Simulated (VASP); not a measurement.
Band structure of BeS (relaxed from the layered h-BN type structure, space group P6_3/mmc). All values below come from PBEsol GGA, VASP's PBE PAW potentials (set 64) (plane waves; VASP).

Without a dispersion term in the relaxation, distances and binding between the weakly bound layers, chains or molecules are unreliable, and so is what depends on them.

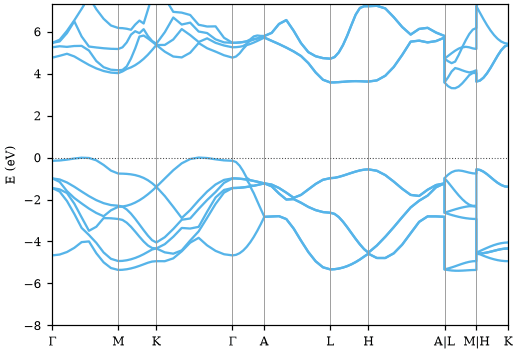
Figure: Bands along high-symmetry lines, zero at the valence-band maximum or, without a gap, the Fermi level

### Question
Read the plot: is there a gap, and where are the band edges?

### Answer
The gap is indirect, 3.30 eV, from the valence maximum at K-Γ at 0.56 to the conduction minimum at L-M at 0.33. (Edges off the drawn lines would not show.)

The structure was generated: BeS was put into the layered h-BN type type (P6_3/mmc), which need not be its known phase. It was relaxed first, which changed the volume by -24 %.
